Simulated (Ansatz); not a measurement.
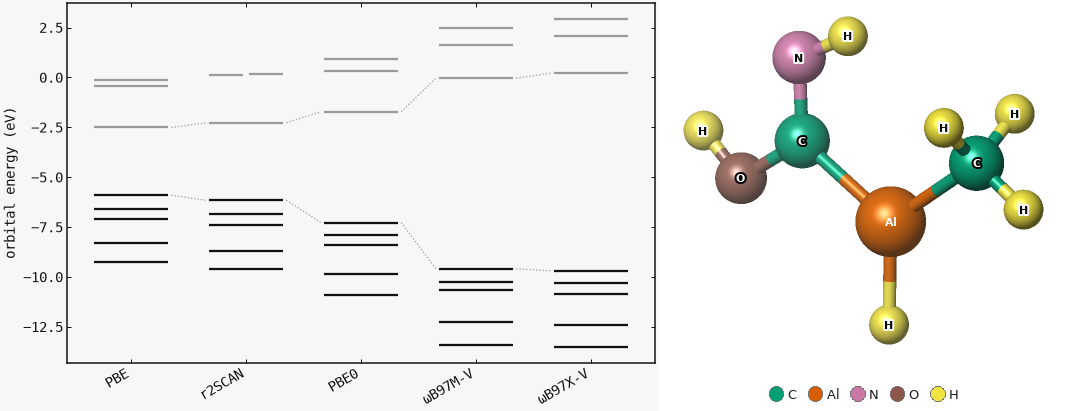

Frontier orbital energies of C₂H₆AlNO (imidic-acid tautomer), SMILES [CH3][AlH]/[C](=N\[H])O, singlet at one geometry, def2-TZVPP, the Ansatz code, at a PBE0-D4/def2-TZVP geometry (no frequency check). Empty levels are grey, levels within 0.1 eV stand side by side; all columns show the same few orbitals around the gap. Dotted lines join the HOMOs and the LUMOs.

Compare the HOMO-LUMO separations.

Answer. The separation grows from 3.39 eV (PBE) to 9.92 eV (ωB97X-V).

```csv
level,HOMO (eV),LUMO (eV),separation (eV)
PBE,−5.90,−2.51,3.39
r2SCAN,−6.16,−2.27,3.88
PBE0,−7.27,−1.72,5.56
ωB97M-V,−9.59,−0.04,9.55
ωB97X-V,−9.70,0.22,9.92
```

Caveats, for all or some of the runs: empty levels above zero depend strongly on the basis; one conformer of a flexible molecule.
